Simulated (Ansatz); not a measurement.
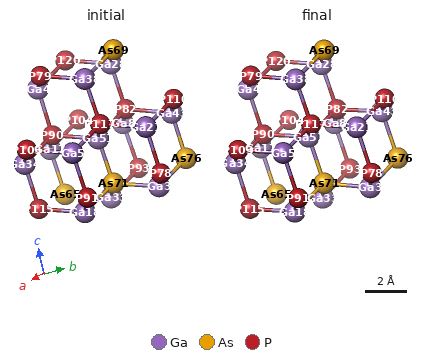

The structure of solid Ga₆₄As₁₂P₅₂ (a generated structure, set up in P1) before (left) and after (right) a relaxation, at one scale.

A ball-and-stick model of the atoms within 5.0 Å of the atom that moves most (axes of the cell of the calculation), seen slightly off an axis.

These are results of DFT, PBEsol, PAW, plane waves in Ansatz 0.2.0, not measurements. Set-up: plane-wave cutoff 420 eV; k-point mesh 1 × 1 × 1; mesh shifted by (0.5, 0.5, 0.5); no spin polarisation; cell relaxed at fixed shape; force threshold 0.03 eV/Å; at most 80 steps.

> Describe what moved and what it gained.

The energy falls by 11.6 meV per atom in 3 geometry steps. Largest force component: 1 eV/Å at the start, 0.021 eV/Å at the end. The pressure goes from 0.09 to −0.01 GPa. Ga51 moves most relative to the cell: 0.10 Å along [−1 −1 2]. Largest moves by element: Ga 0.10 Å, P 0.07 Å, As 0.05 Å. The drawn cell changes as follows: a = b = c 15.501 → 15.496 Å (0.0 %); the volume changes by −0.1 %. Near-neighbour distances that change, for instance: Ga28–As69 2.342 → 2.432 Å, Ga3–As76 2.340 → 2.424 Å, Ga17–As65 2.355 → 2.431 Å, Ga43–As76 2.364 → 2.436 Å. Among the angles between lasting bonds that change: As71–Ga51–P117 110.9° → 107.6°, Ga28–P82–Ga51 111.2° → 108.3°, P82–Ga51–P117 109.1° → 111.7°. The space group stays P1 (No. 1). The run took 6.3 s on 1 × NVIDIA GB200 with 8 threads of Arm Neoverse-V2, peak memory 2.6 GiB.
